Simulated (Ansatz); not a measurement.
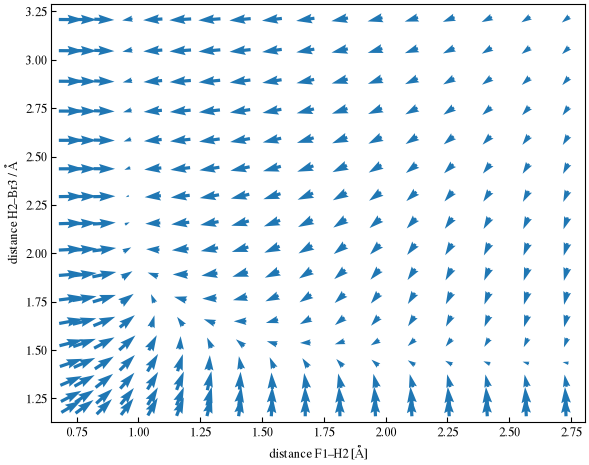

The system F⁻ + HBr. The first coordinate is: distance F1–H2; the second: distance H2–Br3. Nothing is relaxed (the angle F1–H2–Br3 is fixed at 140 degrees). Grid: 17 × 17 points. The reference is spin-restricted, so regions where a bond is pulled apart into radicals lie too high. Level of theory: RKS PBE0-D4/def2-SVPD in Ansatz.

In the figure: arrows along the force (downhill), their lengths compressed.

Q: The arrows alone are given. Where is the energy lowest?

A: The arrows converge at about distance F1–H2 = 0.956 Å, distance H2–Br3 = 2.242 Å (read from the interpolated surface).

The energy map of the same scan:

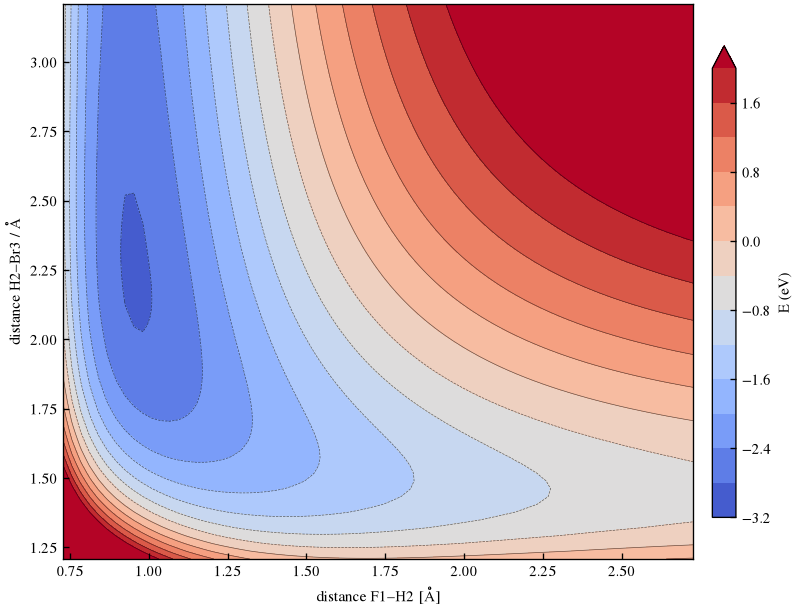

Energies are in eV, from F with charge -1 far from the relaxed HBr (each part in its own basis); between grid points the surface is interpolated.
